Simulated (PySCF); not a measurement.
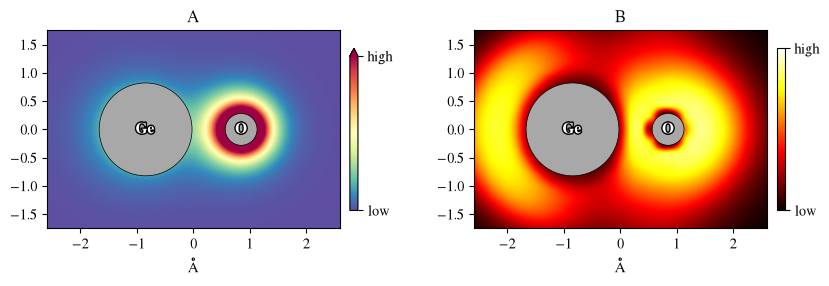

GeO (charge −1, doublet): 2 fields on a plane that holds the molecular axis, with unlabelled colour scales. Grey discs cover the atomic cores.

All numbers below come from PBE0/def2-TZVPPD, non-relativistic Hamiltonian with scalar-relativistic core potentials where named, at a bond length of 1.690 Å in PySCF.

### Which field does each panel show? The fields are: electron density and electron localisation function.

Panel A: electron density. Panel B: electron localisation function. From the grid: Ge–O (1.69 Å): ρ is about 1.2 e/Å³ halfway; the ELF peaks at about 0.85 in the valence shell of O, 0.6 Å from its nucleus, and is about 0.25 at the midpoint.
